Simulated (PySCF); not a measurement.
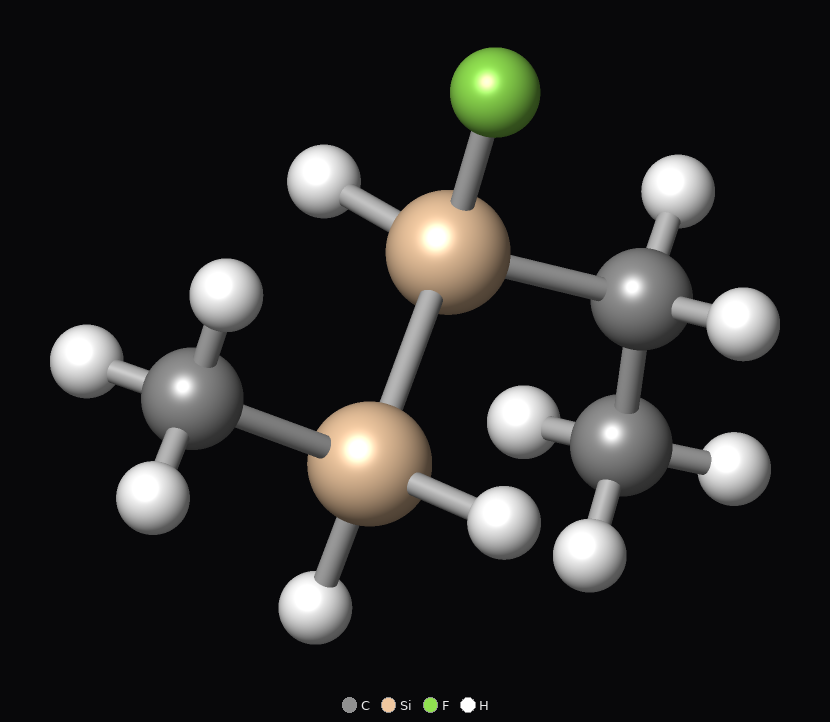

The picture comes from a calculation with PySCF.

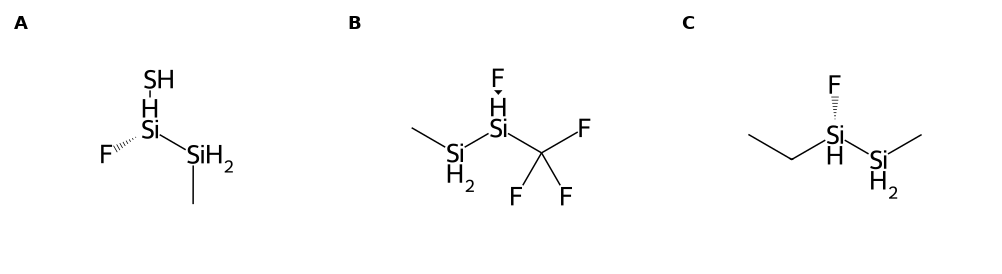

Which structural formula matches the 3D model?

C, `CC[Si@H](F)[SiH2]C`.
